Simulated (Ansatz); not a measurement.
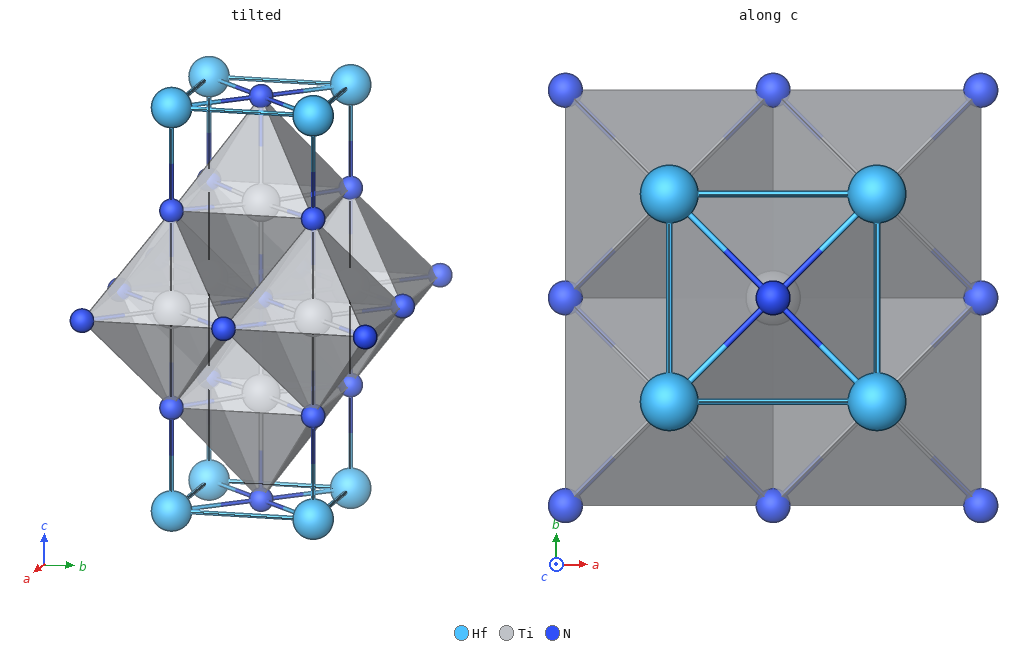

This polyhedral model is shown slightly off an axis and along the c axis. The wireframe shows the conventional unit cell. Some atoms of the next cells are drawn as well.

HfTi₃N₄, space group P4/mmm (No. 123), a = 3.074 Å, b = 3.074 Å, c = 8.676 Å, α = 90.00°, β = 90.00°, γ = 90.00°. Origin of the cell: a structure type filled with these elements by a generator (whether the compound takes this form wasn't checked). Earlier steps of the study, as a rule a relaxation of our own, may have changed the cell and positions, so they can lie some per cent off the listed ones. Ansatz was used for an electronic-structure calculation on it.

This one geometry was computed with Ansatz (DFT, plane waves, PAW) at three levels of theory: PBE with spin-orbit coupling, r2SCAN and PBE.

Q: Which level gives the highest pressure at this volume, and what does that say about its equilibrium volume?

A: Highest: PBE with spin-orbit coupling (-0.1 GPa) and PBE (0.0 GPa), which points to the largest equilibrium volume. Lowest, with the smallest volume: r2SCAN (-3.3 GPa). Levels within 0.5 GPa of each other can't be told apart.

Q: How does the band gap change with the level of theory?

A: All levels give a metal.

Q: Collect the results in a table.

A:
| level | cutoff (eV) | k-mesh of the run's cell | gap (eV) | pressure (GPa) |
| --- | --- | --- | --- | --- |
| PBE with spin-orbit coupling | 420 | 12×12×6 | metal | -0.1 |
| r2SCAN | 500 | 12×12×6 | metal | -3.3 |
| PBE | 420 | 12×12×6 | metal | 0.0 |

Gaps are taken on the k-mesh or band path of each run.
